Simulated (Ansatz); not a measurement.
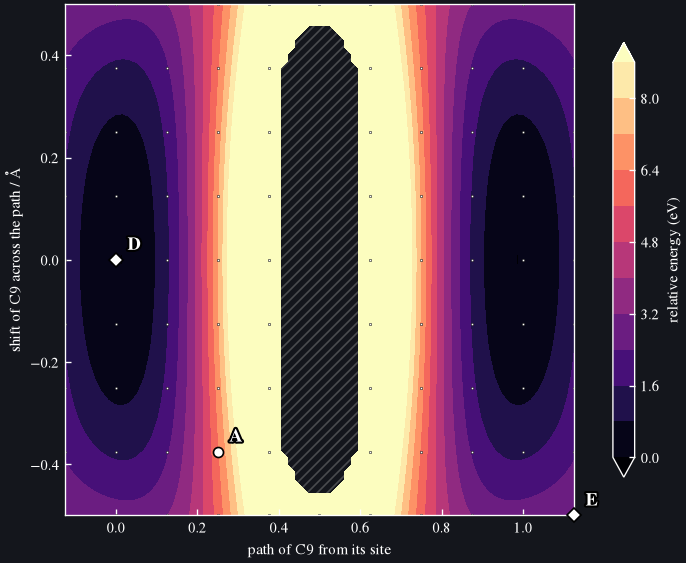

SiC (F-43m phase) with one C vacancy (15 atoms in the cell, cell charge +4). 
- An atom moved over a plane that holds its own site and a neighbouring vacancy (x, y and z along the cube axes).
- Coordinates scanned: (1) path of C9 from its site (0) to the vacancy (1), 3.097 Å; (2) shift of C9 across the path, along the Cartesian direction [1 0 −1].
- Nothing is relaxed (all other atoms held at the sites of the perfect crystal).
- The grid has 11 × 9 points; 21 points were computed and 71 follow by symmetry. At 7 points there is no value (left out of the scan, as a rule where atoms come close).
- Points are written as (first, second).
- All energies are given in eV per cell relative to the lowest grid point.
- The cell is charged on a uniform background, without a charge correction.
- Computed with Ansatz, DFT PBE, scalar-relativistic, plane waves, PAW. Settings: cutoff 420 eV, k-mesh 6×6×6, gaussian smearing 0.05 eV, no spin polarisation.

In the figure: filled contours, dots at the grid points, one colour for all values above the top of the scale, hatched blanks where no value was computed, lettered points. Between grid points the surface is interpolated.

Rank the lettered points by energy, lowest first.

Answer. D (0.0 eV), E (3.2 eV), A (6.2 eV).

What kind of point is each of A, D: minimum, saddle, maximum or slope?

Answer. A: on a slope; D: minimum. (In these two coordinates alone; a stationary point may lie a little off the grid point.)

PAW datasets: the set soft_1.
